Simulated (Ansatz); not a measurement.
```xyz
9

C    -0.2820    1.1677   -0.7521
B    -0.1083   -0.2486   -0.1664
C     0.4515   -1.0712    0.9936
Se   -0.4866   -2.0824   -0.4819
H    -0.8077    1.1924   -1.7061
H    -0.8222    1.7968   -0.0356
H     0.7003    1.6368   -0.8779
H    -0.0665   -1.1325    1.9465
H     1.5100   -1.3055    1.0629
```

Geometry: PBE0-D4/def2-TZVP.

Method: Ansatz 0.2.0, RKS PBE0-D4/def2-TZVPP.

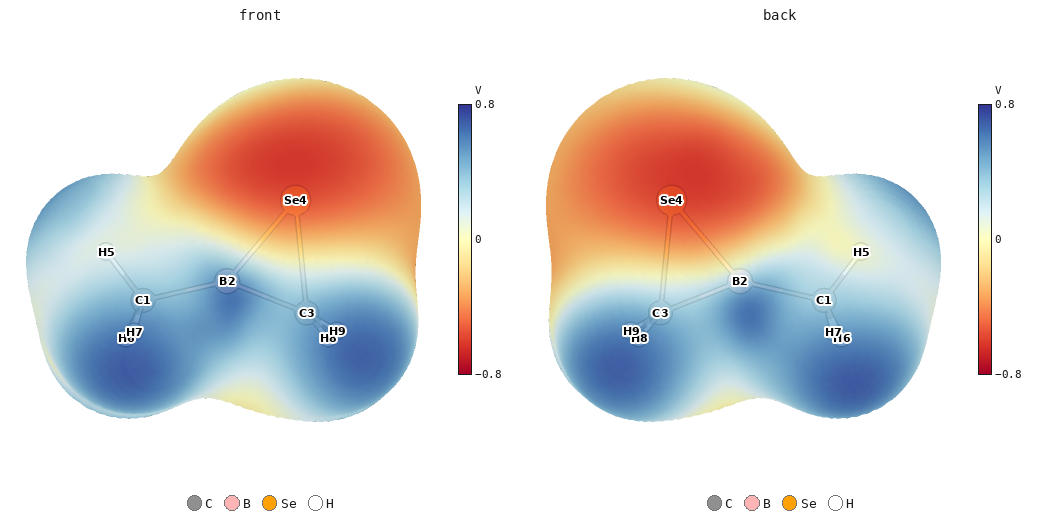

C2H5BSe (SMILES CB1C[Se]1). The electrostatic potential painted on the density surface at 0.001 e/bohr³, seen from the front and from behind; the colour scale runs from red (negative) to blue (positive).

**Describe the electrostatic potential map.**

The most negative region (about −0.6 V) lies over Se4, the most positive (about +0.7 V) over H6, H7, H8 and H9.
